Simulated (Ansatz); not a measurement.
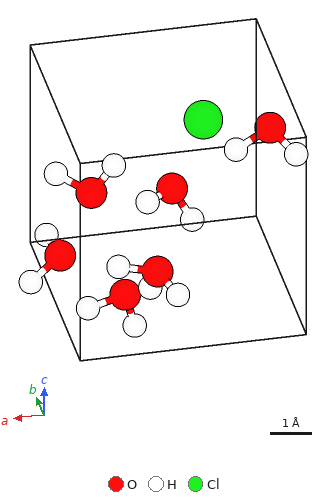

Starting frame of a dynamics run of a periodic cell with 6 H2O + 1 HCl at 1.299 g/cm³. The picture is a ball-and-stick view of the simulation cell, seen from a free direction.

Level of theory: DFT PBEsol, scalar-relativistic, plane waves, PAW in Ansatz 0.2.0.

Input file:
```yaml
crystal:
  lattice:
    - [5.695965, 0.0, 0.0]
    - [0.0, 5.695965, 0.0]
    - [0.0, 0.0, 5.695965]
  atoms:
    - { symbol: O, position: [-0.09483523, 0.8049324, 1.03149059] }
    - { symbol: H, position: [-0.02239557, 0.7509765, 1.17833506] }
    - { symbol: H, position: [0.03354454, 0.81241397, 0.91026593] }
    - { symbol: O, position: [0.74780864, 0.21851505, 0.16433394] }
    - { symbol: H, position: [0.90130538, 0.26710313, 0.08757824] }
    - { symbol: H, position: [0.74189837, 0.05503898, 0.10609481] }
    - { symbol: O, position: [0.53609262, 0.23825219, 0.66303921] }
    - { symbol: H, position: [0.62308437, 0.33454738, 0.54764094] }
    - { symbol: H, position: [0.47842494, 0.09684111, 0.58263873] }
    - { symbol: O, position: [0.08713487, 0.30707518, 0.86992033] }
    - { symbol: H, position: [-0.02278736, 0.28381167, 0.73463576] }
    - { symbol: H, position: [0.24419081, 0.28021534, 0.79582527] }
    - { symbol: O, position: [0.52791271, 0.56417993, 0.04518711] }
    - { symbol: H, position: [0.67874299, 0.66354044, 0.02929392] }
    - { symbol: H, position: [0.59917671, 0.3880558, 0.07917965] }
    - { symbol: O, position: [0.81496607, 0.58979456, 0.46660261] }
    - { symbol: H, position: [0.96050654, 0.640191, 0.5523844] }
    - { symbol: H, position: [0.69106471, 0.70062335, 0.52284948] }
    - { symbol: Cl, position: [0.27666675, 0.7849576, 0.64888569] }
    - { symbol: H, position: [0.43192225, 0.59073853, 0.89801614] }
basis:
  ecutwfc: 420.0
kpoints:
  mp_grid: { grid: [1, 1, 1] }
hamiltonian:
  xc: pbesol
scf:
  occupations: { method: fermi_dirac, width: 0.05 }
  lower_state_search: "off"
md:
  timestep: 0.5
  n_steps: 300
  ensemble: nvt_langevin
  temperature: 400.0
  initial_velocities: maxwell_boltzmann
  seed: 131471
  friction: 0.02
```

Launched with:
```bash
ansatz run input.yaml --threads 1 --pin off --max-ram 3072MiB --backend cpu --events-out ev --progress --plain --runs-dir out
```

Question: What does the trajectory do?

Answer: Over the second half the temperature averages 372 K (spread ±49 K). The potential energy in the second half lies on average 40.4 meV per atom above the first frame. Root-mean-square distances from the starting positions over the second half, with the common drift of all atoms taken out: H 0.61 Å, O 0.35 Å, Cl 0.30 Å. The heavy atoms stay within a fraction of a molecule's size of their starting places, while the hydrogen atoms travel further, as molecules turn; so short a run doesn't tell a liquid from a solid. Bond changes: one H–O bond breaks at about 140 fs.

Along the run (each row but the first and the last is the mean over the interval that it begins):

```
time (fs)  potential energy (meV/atom)  T (K)
      0.0                          0.0    380
     15.0                         28.5    273
     30.0                         36.2    253
     45.0                         40.1    299
     60.0                         38.4    416
     75.0                         45.9    401
     90.0                         40.2    353
    105.0                         42.7    340
    120.0                         36.2    403
    135.0                         37.7    360
    150.0                         25.3    443
```

The paths of the atoms:

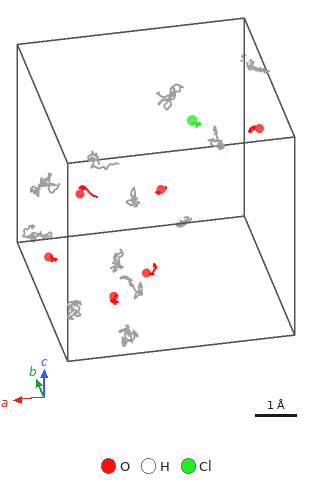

Limits of the set-up: the periodic images lie only 5.7 Å apart, so the values are limited by the cell's size.

Cost: 4.6 min on 1 thread of Arm Neoverse V1, with other jobs on the host, peak memory 0.3 GiB.
